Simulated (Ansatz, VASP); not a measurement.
# GaP in two plane-wave programs, part 2 of 2

One calculation is typed for both programs; each brings its own data sets. How far apart do they land? The cell is taken from a series of VASP runs on this material, whose earlier steps may have relaxed, scaled or displaced it; both programs get it as it stands. Other levels of theory on this material are compared in a session of their own. Valence electrons are named where the data sets of a main pair hold unlike numbers.

VASP 6.6.1 and Ansatz 0.2.0.

So far, gap on path (eV): step 4 (comparison) 1.60.

### 5. VASP: band structure, LDA

Level of this step: LDA; plane waves and PAW (Ga_d, P) (VASP).

Levels along a path test the potential and the projectors away from the mesh points. The cell compared in this pair holds 39.20 Å³, against 40.48 Å³ for the pair before.

File INCAR:

```
SYSTEM = GaP
PREC = Accurate
ENCUT = 350
EDIFF = 1E-06
NELM = 100
ISMEAR = 0
SIGMA = 0.03
LREAL = .FALSE.
ALGO = Normal
GGA = CA
NBANDS = 21
LORBIT = 11
LWAVE = .FALSE.
LCHARG = .FALSE.
KPAR = 4
```

File POSCAR:

```
GaP
1.0
    0.0000000000      2.6963137092      2.6963137092
    2.6963137092      0.0000000000      2.6963137092
    2.6963137092      2.6963137092      0.0000000000
Ga P
1 1
Direct
    0.0000000000      0.0000000000      0.0000000000
    0.7500000000      0.7500000000      0.7500000000
```

File KPOINTS:

```
Automatic mesh
0
Gamma
8 8 8
0 0 0
```

File KPOINTS_OPT:

```
Line mode
10
Line-mode
Reciprocal
  0.00000000   0.00000000   0.00000000 GAMMA
  0.50000000   0.00000000   0.50000000 X

  0.50000000   0.00000000   0.50000000 X
  0.50000000   0.25000000   0.75000000 W

  0.50000000   0.25000000   0.75000000 W
  0.37500000   0.37500000   0.75000000 K

  0.37500000   0.37500000   0.75000000 K
  0.00000000   0.00000000   0.00000000 GAMMA

  0.00000000   0.00000000   0.00000000 GAMMA
  0.50000000   0.50000000   0.50000000 L

  0.50000000   0.50000000   0.50000000 L
  0.62500000   0.25000000   0.62500000 U

  0.62500000   0.25000000   0.62500000 U
  0.50000000   0.25000000   0.75000000 W

  0.50000000   0.25000000   0.75000000 W
  0.50000000   0.50000000   0.50000000 L

  0.50000000   0.50000000   0.50000000 L
  0.37500000   0.37500000   0.75000000 K

  0.62500000   0.25000000   0.62500000 U
  0.50000000   0.00000000   0.50000000 X
```

The projector-augmented-wave data sets are Ga_d and P (LDA family, release 64).

On the command line:

```bash
> mpirun -np 4 vasp_std
```

Numbers of over 12 decimals in the logs are rounded to 6 here.

Output:

```text
[banner, memory and clock lines left out]
running    4 mpi-ranks, on    1 nodes
[...]
LDA part: xc-table for (Slater(with rela. corr.)+CA(PZ))
 , standard interpolation
 POSCAR, INCAR and KPOINTS ok, starting setup
[...]
entering main loop
       N       E                     dE             d eps       ncg     rms          rms(c)
DAV:   1     0.897806605957E+02    0.89781E+02   -0.67607E+03  1348   0.102E+03
DAV:   2    -0.209162401290E+01   -0.91872E+02   -0.85443E+02  1292   0.271E+02
DAV:   3    -0.106316990972E+02   -0.85401E+01   -0.84698E+01  1430   0.586E+01
DAV:   4    -0.107820545650E+02   -0.15036E+00   -0.15027E+00  1465   0.810E+00
[...]
DAV:  10    -0.104507006434E+02    0.49669E-05   -0.46094E-05  1843   0.739E-02    0.276E-02
DAV:  11    -0.104507064798E+02   -0.58364E-05   -0.98688E-06  1445   0.325E-02    0.107E-02
DAV:  12    -0.104507062568E+02    0.22298E-06   -0.33094E-07   935   0.430E-03
   1 F= -.10450706E+02 E0= -.10450706E+02  d E =-.881706E-13
 Start KPOINTS_OPT (optional k-point list driver)
k-point batch [1-29\100]
       N       E                     dE             ncg
DAV:   1    -0.137361678572E+03   -0.13821E+05     1341
DAV:   2    -0.272542637030E+04   -0.25881E+04     1313
DAV:   3    -0.298042961828E+04   -0.25500E+03     1486
DAV:   4    -0.298511630120E+04   -0.46867E+01     1514
DAV:   5    -0.298517089344E+04   -0.54592E-01     1474
DAV:   6    -0.298517263427E+04   -0.17408E-02     1745
DAV:   7    -0.298517265895E+04   -0.24678E-04     1448
DAV:   8    -0.298517265989E+04   -0.94325E-06     1289
[...]
k-point batch [88-100\100]
       N       E                     dE             ncg
DAV:   1     0.835151703144E+04   -0.72406E+04      610
DAV:   2     0.710047109124E+04   -0.12510E+04      588
DAV:   3     0.698412863178E+04   -0.11634E+03      685
DAV:   4     0.698210583023E+04   -0.20228E+01      629
DAV:   5     0.698208327038E+04   -0.22560E-01      661
DAV:   6     0.698208254093E+04   -0.72945E-03      780
DAV:   7     0.698208253379E+04   -0.71381E-05      674
DAV:   8     0.698208253351E+04   -0.28412E-06      567
```

OUTCAR, selected parts (step 5):

```text
  Total       -0.0342214     -0.0342214     -0.0342214      0.0000000      0.0000000     -0.0000000
  in kB       -1.3985137     -1.3985137     -1.3985137      0.0000000      0.0000000     -0.0000000
  external PRESSURE =      -1.3985137 kB  Pullay stress =       0.0000000 kB

 POSITION                                       TOTAL-FORCE (eV/Angst)
 -----------------------------------------------------------------------------------
      0.00000      0.00000      0.00000        -0.000000      0.000000      0.000000
      4.04447      4.04447      4.04447         0.000000     -0.000000     -0.000000
 -----------------------------------------------------------------------------------
    total drift:                               -0.000001     -0.000001     -0.000002

  FREE ENERGIE OF THE ION-ELECTRON SYSTEM (eV)
  ---------------------------------------------------
  free  energy   TOTEN  =       -10.4507062568 eV

  energy  without entropy=      -10.4507062568  energy(sigma->0) =      -10.45070626

[... 1 part as in an earlier step ...]

[... 2 further parts left out ...]
[key lines of the parts left out:]
E-fermi :   4.9776
```

The run ends at a pressure of -0.14 GPa.

### 6. Ansatz: band structure, LDA

The same cell, functional (in two slightly different forms), mesh and smearing now go to Ansatz, which takes its cutoff from its data sets.

The cell is taken from a series of VASP runs on this material, whose earlier steps may have relaxed, scaled or displaced it; both programs get it as it stands.

File input.yaml:

```yaml
crystal:
  lattice:
    - [0.0, 2.6963137092, 2.6963137092]
    - [2.6963137092, 0.0, 2.6963137092]
    - [2.6963137092, 2.6963137092, 0.0]
  atoms:
    - { symbol: Ga, position: [0.0, 0.0, 0.0] }
    - { symbol: P, position: [0.75, 0.75, 0.75] }
hamiltonian:
  xc: lda
  pseudopotentials: { kind: paw }
kpoints:
  mp_grid: { grid: [8, 8, 8] }
  band_path:
    path:
      - [0.0, 0.0, 0.0]
      - [0.16667, 0.0, 0.16667]
      - [0.33333, 0.0, 0.33333]
      - [0.44444, 0.0, 0.44444]
      - [0.5, 0.0, 0.5]
      - [0.5, 0.08333, 0.58333]
      - [0.5, 0.19444, 0.69444]
      - [0.5, 0.25, 0.75]
      - [0.45833, 0.29167, 0.75]
      - [0.40278, 0.34722, 0.75]
      - [0.375, 0.375, 0.75]
      - [0.20833, 0.20833, 0.41667]
      - [0.08333, 0.08333, 0.16667]
      - [0.0, 0.0, 0.0]
      - [0.22222, 0.22222, 0.22222]
      - [0.38889, 0.38889, 0.38889]
      - [0.51389, 0.47222, 0.51389]
      - [0.55556, 0.38889, 0.55556]
      - [0.61111, 0.27778, 0.61111]
      - [0.61111, 0.25, 0.63889]
      - [0.56944, 0.25, 0.68056]
      - [0.51389, 0.25, 0.73611]
      - [0.5, 0.27778, 0.72222]
      - [0.5, 0.38889, 0.61111]
      - [0.5, 0.47222, 0.52778]
      - [0.48611, 0.48611, 0.52778]
      - [0.43056, 0.43056, 0.63889]
      - [0.38889, 0.38889, 0.72222]
      - [0.59722, 0.19444, 0.59722]
      - [0.55556, 0.11111, 0.55556]
      - [0.5, 0.0, 0.5]
    npoints: 1
scf:
  occupations: { method: gaussian, width: 0.03 }
  n_extra_bands: 7
output:
  forces: true
  stress: true
  eigenvalues: true
```

On the command line:

```bash
> ansatz run input.yaml --threads 2 --pin off --max-ram 4608MiB --backend cpu --events-out ev --progress --plain --runs-dir out
```

Output:

```text
[...]
Crystal: 2 atoms, lattice volume = 39.205 Å³
Basis set: ecut = 420 eV, 749 PW (Γ)
Bands: 16, of which v1, the nominal top of the filled ones, is band 9 counted from 1 (8 counted from 0)
Symmetry: 24 space group operations
[...]
k-points: 29 of 512 (time reversal used)
[...]
k-point 0: bands = [... 5 lower, -5.5126, 7.2519, 7.2519, 7.2519, 9.1267, 11.0292, 11.0292, 11.0292, ... 3 higher]
  k-point 1: bands = [... 5 lower, -5.3017, 5.5698, 7.0057, 7.0057, 9.7049, 11.3961, 11.3961, 11.6646, ... 3 higher]
  k-point 2: bands = [... 5 lower, -4.7022, 3.2432, 6.5489, 6.5489, 9.3510, 11.9149, 11.9149, 13.5951, ... 3 higher]
  k-point 28: bands = [... 5 lower, -2.2548, 0.4675, 3.4774, 3.6205, 11.8502, 12.1527, 13.2472, 13.3064, ... 3 higher]
[key lines of the parts left out:]
SCF converged after 6 iterations
Free energy (F): -4433.765547 eV
Fermi energy:    7.968068 eV
P = ⅓ Tr σ = -0.0713 GPa (-0.713 kbar)
```

Run time: 3.1 s. Hardware: 2 threads of Arm Neoverse N1, shared host; peak memory 0.29 GiB; 5.6 s of CPU time.

For the gap on path, step 4 gave 1.60 eV; this run, with LDA and cell volume -3.2 %, gives 1.39 eV.

### 7. Side by side

What differs besides the data sets and the points named for the pairs above, as far as they apply: the two LDA forms differ slightly; VASP's log shows a relativistic correction to its local exchange, Ansatz's none. Total energies have different zeros and are not compared.

Compared:

```tsv
quantity	Ansatz	VASP	difference
pressure (GPa)	-0.07	-0.14	+0.07
gap over the path points (eV)	1.388	1.388	-0.001
```

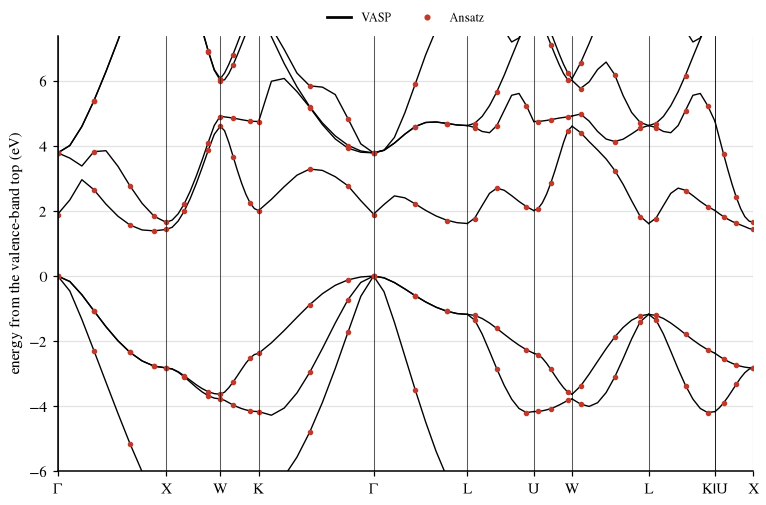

Bands from VASP (lines) and levels from Ansatz (dots). Dots without a line are higher empty bands that the VASP plot leaves out.

Levels at points of the path, from each program's valence-band top (eV; 3 filled, then empty):

```tsv
k (reciprocal lattice)	Ansatz	VASP
0.000 0.000 0.000	0.00 0.00 0.00 1.88 3.78 3.78	0.00 0.00 0.00 1.90 3.78 3.78
0.167 0.000 0.167	-2.30 -1.07 -1.07 2.65 3.81 5.37	-2.29 -1.07 -1.07 2.65 3.82 5.38
0.333 0.000 0.333	-5.16 -2.35 -2.35 1.56 2.76 8.21	-5.15 -2.35 -2.35 1.57 2.77 8.24
0.444 0.000 0.444	-6.71 -2.77 -2.77 1.39 1.83 10.16	-6.70 -2.77 -2.77 1.39 1.84 10.20
0.500 0.000 0.500	-7.00 -2.82 -2.82 1.43 1.65 10.66	-6.99 -2.82 -2.82 1.43 1.65 10.70
0.500 0.083 0.583	-6.95 -3.09 -3.06 1.99 2.21 9.43	-6.94 -3.09 -3.06 1.99 2.22 9.47
0.500 0.194 0.694	-6.81 -3.68 -3.55 3.86 4.10 6.88	-6.80 -3.68 -3.55 3.87 4.11 6.90
0.500 0.250 0.750	-6.78 -3.77 -3.63 4.60 4.90 6.00	-6.77 -3.78 -3.63 4.60 4.92 6.01
0.458 0.292 0.750	-6.78 -3.96 -3.26 3.67 4.84 6.47	-6.77 -3.96 -3.26 3.68 4.86 6.49
0.403 0.347 0.750	-6.78 -4.14 -2.52 2.24 4.75 7.75	-6.77 -4.14 -2.52 2.25 4.76 7.77
```

Among the levels compared at these points, filled levels agree within 11 meV and empty ones within 35 meV. Ansatz's pressure holds a Pulay correction of 0.05 GPa; VASP's holds none.

### 8. Ansatz: band structure, LDA, spin-orbit coupling

The same path points are solved in both programs, so levels can be compared one by one. The cell compared in this pair holds 40.48 Å³, against 39.20 Å³ for the pair before.

The cell is taken from a series of VASP runs on this material, whose earlier steps may have relaxed, scaled or displaced it; both programs get it as it stands.

input.yaml: that of step 6 with these lines changed.

```diff
@@ -2,5 +2,5 @@
   lattice:
-    - [0.0, 2.6963137092, 2.6963137092]
-    - [2.6963137092, 0.0, 2.6963137092]
-    - [2.6963137092, 2.6963137092, 0.0]
+    - [0.0, 2.72525, 2.72525]
+    - [2.72525, 0.0, 2.72525]
+    - [2.72525, 2.72525, 0.0]
   atoms:
@@ -10,5 +10,8 @@
   xc: lda
-  pseudopotentials: { kind: paw }
+  pseudopotentials: { kind: paw_fr }
+magnetization:
+  noncollinear: true
+  spin_orbit: true
 kpoints:
-  mp_grid: { grid: [8, 8, 8] }
+  mp_grid: { grid: [6, 6, 6] }
   band_path:
@@ -49,3 +52,3 @@
   occupations: { method: gaussian, width: 0.03 }
-  n_extra_bands: 7
+  n_extra_bands: 14
 output:
```

Output:

```text
[...]
non-collinear run that drives no moment, with spin-orbit: no starting moment large enough to seed its density (crystal.atoms[].spin), no starting occupations that ask for one, no magnetisation constraint and no magnetic field, so the semilocal B_xc is pinned to zero
Crystal: 2 atoms, lattice volume = 40.481 Å³
Basis set: ecut = 420 eV, 749 PW (Γ)
[...]
k-point 1: bands = [... 14 lower, 6.4370, 6.4370, 6.4999, 6.5040, 9.0900, 9.0900, 11.1236, 11.1236, ... 10 higher]
  k-point 2: bands = [... 14 lower, 5.8930, 5.8930, 5.9623, 5.9659, 8.5717, 8.5717, 11.5205, 11.5205, ... 10 higher]
  k-point 15: bands = [... 14 lower, 3.4160, 3.4340, 3.5117, 3.5576, 10.1762, 10.2044, 10.3634, 10.3778, ... 10 higher]
[key lines of the parts left out:]
SCF converged after 7 iterations
Magnetization: |M| = 0.0000 μB,  M = (+0.0000, +0.0000, +0.0000) μB
Free energy (F): -4433.815339 eV
Fermi energy:    7.607896 eV
P = ⅓ Tr σ = -2.7458 GPa (-27.458 kbar)
```

Wall time 9.5 s (2 threads); peak memory 0.39 GiB.

### 9. VASP: band structure, LDA, spin-orbit coupling

The same cell, functional (in two slightly different forms), mesh and smearing now go to VASP, with its own data sets.

INCAR: that of step 5 with these lines changed.

```diff
@@ -10,3 +10,8 @@
 GGA = CA
-NBANDS = 21
+LNONCOLLINEAR = .TRUE.
+MAGMOM = 0 0 0 0 0 0
+NBANDS = 30
+GGA_COMPAT = .FALSE.
+LASPH = .TRUE.
+LSORBIT = .TRUE.
 LORBIT = 11
```

File POSCAR:

```
GaP
1.0
    0.0000000000      2.7252500000      2.7252500000
    2.7252500000      0.0000000000      2.7252500000
    2.7252500000      2.7252500000      0.0000000000
Ga P
1 1
Direct
    0.0000000000      0.0000000000      0.0000000000
    0.7500000000      0.7500000000      0.7500000000
```

File KPOINTS:

```
Automatic mesh
0
Gamma
6 6 6
0 0 0
```

KPOINTS_OPT is that of step 5.

On the command line:

```bash
> mpirun -np 4 vasp_ncl
```

Output:

```text
[... set-up lines as in an earlier step ...]
 entering main loop
       N       E                     dE             d eps       ncg     rms          rms(c)
DAV:   1     0.110817062869E+03    0.11082E+03   -0.68005E+03  1450   0.142E+03
DAV:   2     0.400583944898E+01   -0.10681E+03   -0.10101E+03  1396   0.369E+02
DAV:   3    -0.102756020607E+02   -0.14281E+02   -0.14117E+02  1552   0.103E+02
DAV:   4    -0.107429046532E+02   -0.46730E+00   -0.46643E+00  1620   0.205E+01
[...]
DAV:  11    -0.104314208303E+02    0.24046E-05   -0.57927E-05  1854   0.127E-01    0.120E-02
DAV:  12    -0.104314240914E+02   -0.32611E-05   -0.73994E-06  1468   0.256E-02    0.849E-03
DAV:  13    -0.104314239649E+02    0.12649E-06   -0.35160E-07  1014   0.754E-03
   1 F= -.10431424E+02 E0= -.10431424E+02  d E =-.507426E-24  mag=    -0.0000     0.0000    -0.0000
 Start KPOINTS_OPT (optional k-point list driver)
k-point batch [1-22\100]
       N       E                     dE             ncg
DAV:   1     0.254846608337E+03   -0.86124E+04     1482
DAV:   2    -0.203356174234E+04   -0.22884E+04     1382
DAV:   3    -0.233039738011E+04   -0.29684E+03     1624
DAV:   4    -0.233934657147E+04   -0.89492E+01     1670
DAV:   5    -0.233953876940E+04   -0.19220E+00     1668
DAV:   6    -0.233954867374E+04   -0.99043E-02     2024
DAV:   7    -0.233954876359E+04   -0.89847E-04     1692
DAV:   8    -0.233954876474E+04   -0.11542E-05     1440
DAV:   9    -0.233954876491E+04   -0.16603E-06     1108
[...]
k-point batch [89-100\100]
       N       E                     dE             ncg
DAV:   1     0.476177937992E+04   -0.63214E+04      802
DAV:   2     0.350652939283E+04   -0.12552E+04      740
DAV:   3     0.334078587823E+04   -0.16574E+03      876
DAV:   4     0.333573210855E+04   -0.50538E+01      882
DAV:   5     0.333563198024E+04   -0.10013E+00      910
DAV:   6     0.333562644391E+04   -0.55363E-02     1092
DAV:   7     0.333562638816E+04   -0.55752E-04      944
DAV:   8     0.333562638757E+04   -0.59249E-06      744
```

OUTCAR, selected parts (step 9):

```text
  Total       -0.7278647     -0.7278647     -0.7278647      0.0000000      0.0000000     -0.0000000
  in kB      -28.8079392    -28.8079392    -28.8079392      0.0000000      0.0000000     -0.0000000
  external PRESSURE =     -28.8079392 kB  Pullay stress =       0.0000000 kB

 POSITION                                       TOTAL-FORCE (eV/Angst)
 -----------------------------------------------------------------------------------
      0.00000      0.00000      0.00000        -0.000000     -0.000000     -0.000000
      4.08788      4.08788      4.08788         0.000000      0.000000      0.000000
 -----------------------------------------------------------------------------------
    total drift:                                0.000000      0.000000      0.000000

  FREE ENERGIE OF THE ION-ELECTRON SYSTEM (eV)
  ---------------------------------------------------
  free  energy   TOTEN  =       -10.4314239649 eV

  energy  without entropy=      -10.4314239649  energy(sigma->0) =      -10.43142396

 magnetization (x)
# of ion       s       p       d       tot
------------------------------------------
    1       -0.000  -0.000  -0.000  -0.000
    2        0.000   0.000   0.000   0.000
--------------------------------------------------
tot          0.000  -0.000  -0.000  -0.000

 magnetization (y)
# of ion       s       p       d       tot
------------------------------------------
    1        0.000   0.000   0.000   0.000
    2        0.000   0.000   0.000   0.000
--------------------------------------------------
tot          0.000   0.000   0.000   0.000

 magnetization (z)
# of ion       s       p       d       tot
------------------------------------------
    1       -0.000   0.000  -0.000  -0.000
    2        0.000  -0.000   0.000  -0.000
--------------------------------------------------
tot         -0.000  -0.000  -0.000  -0.000

[... 1 part as in an earlier step ...]

[... 2 further parts left out ...]
[key lines of the parts left out:]
E-fermi :   4.7465
```

The run ends at a pressure of -2.88 GPa.

### 10. Comparison

What differs besides the data sets and the points named for the pairs above, as far as they apply: spin-orbit coupling enters by fully relativistic files in Ansatz and inside the spheres in VASP. Total energies have different zeros and are not compared.

Both answers:

```tsv
quantity	Ansatz	VASP	difference
pressure (GPa)	-2.75	-2.88	+0.13
gap over the path points (eV)	1.410	1.411	-0.002
```

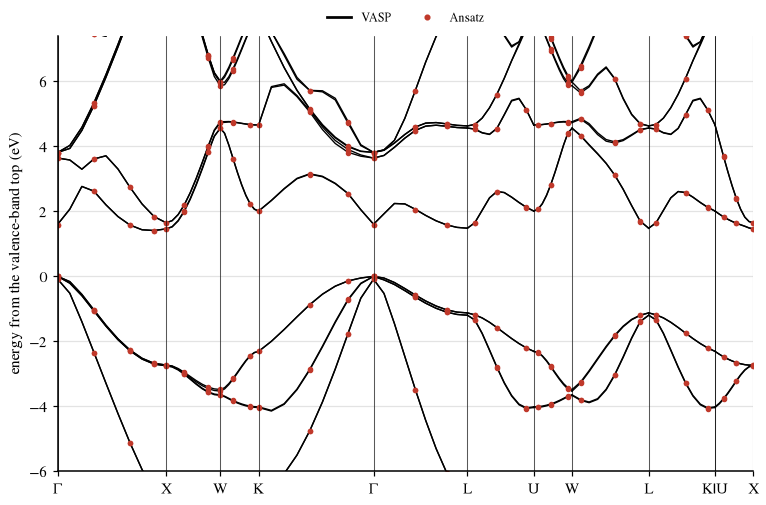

Bands from VASP (lines) and levels from Ansatz (dots). Dots without a line are higher empty bands that the VASP plot leaves out.

Levels at points of the path, from each program's valence-band top (eV; 6 filled, then empty):

```tsv
k (reciprocal lattice)	Ansatz	VASP
0.000 0.000 0.000	-0.09 -0.09 0.00 0.00 0.00 0.00 1.58 1.58 3.64 3.64 3.81 3.81	-0.09 -0.09 0.00 0.00 0.00 0.00 1.60 1.60 3.64 3.64 3.82 3.82
0.167 0.000 0.167	-2.35 -2.35 -1.06 -1.06 -1.03 -1.03 2.62 2.62 3.60 3.60 5.24 5.24	-2.34 -2.34 -1.06 -1.06 -1.03 -1.03 2.62 2.62 3.61 3.61 5.25 5.25
0.333 0.000 0.333	-5.13 -5.13 -2.29 -2.29 -2.27 -2.27 1.58 1.58 2.74 2.74 8.01 8.01	-5.12 -5.12 -2.29 -2.29 -2.27 -2.27 1.58 1.58 2.74 2.74 8.03 8.03
0.444 0.000 0.444	-6.61 -6.61 -2.70 -2.70 -2.68 -2.68 1.41 1.41 1.84 1.84 9.88 9.88	-6.60 -6.60 -2.70 -2.70 -2.68 -2.68 1.41 1.41 1.84 1.84 9.91 9.91
0.500 0.000 0.500	-6.88 -6.88 -2.75 -2.75 -2.73 -2.73 1.46 1.46 1.64 1.64 10.34 10.34	-6.87 -6.87 -2.75 -2.75 -2.73 -2.73 1.46 1.46 1.65 1.65 10.37 10.37
0.500 0.083 0.583	-6.84 -6.83 -3.02 -3.00 -2.98 -2.95 1.99 2.02 2.19 2.19 9.20 9.22	-6.83 -6.82 -3.01 -3.00 -2.98 -2.95 1.99 2.02 2.19 2.20 9.23 9.26
0.500 0.194 0.694	-6.71 -6.70 -3.57 -3.55 -3.46 -3.41 3.81 3.84 3.99 4.01 6.71 6.77	-6.70 -6.69 -3.57 -3.55 -3.46 -3.41 3.82 3.84 4.00 4.02 6.72 6.79
0.500 0.250 0.750	-6.68 -6.67 -3.66 -3.65 -3.53 -3.48 4.55 4.56 4.72 4.75 5.86 5.96	-6.67 -6.66 -3.67 -3.65 -3.53 -3.48 4.56 4.56 4.73 4.76 5.87 5.98
0.458 0.292 0.750	-6.67 -6.66 -3.84 -3.82 -3.17 -3.14 3.61 3.62 4.74 4.74 6.33 6.38	-6.66 -6.65 -3.84 -3.82 -3.17 -3.14 3.62 3.63 4.75 4.75 6.35 6.40
0.403 0.347 0.750	-6.68 -6.67 -4.01 -3.99 -2.45 -2.44 2.22 2.24 4.66 4.66 7.59 7.61	-6.67 -6.66 -4.01 -3.99 -2.45 -2.44 2.23 2.24 4.67 4.67 7.62 7.64
```

Among the levels compared at these points, filled levels agree within 11 meV and empty ones within 32 meV. Ansatz's pressure holds a Pulay correction of 0.04 GPa; VASP's holds none.

### 11. What came out

- largest difference of a filled level at the path points (band structure, PBE): 2.5 meV
- largest difference of a filled level at the path points (band structure, LDA): 11 meV
- largest difference of a filled level at the path points (band structure, LDA, spin-orbit coupling): 11 meV

**Reading.** The largest difference of a filled level at the path points is 11 meV (band structure, LDA, spin-orbit coupling), within the 80 meV picked in this series as the mark of a large difference. 3 further runs of this series are not shown here. Such differences can come from data sets, numerical settings and the points named under the comparisons, not from the functional's error against experiment.

[Lines on the potential files, build, host, timing and source positions are cut from VASP's logs without a mark.]

[Logs are printed without paths, hosts, clocks, repeated set-up lines and the standing remarks that a program may print on its own settings, such as how far it seeks lower states.]

[Hosts, paths, dates, database ids (printed as entryN), source tags and the programs' standing remarks are cut or masked in the printed files.]
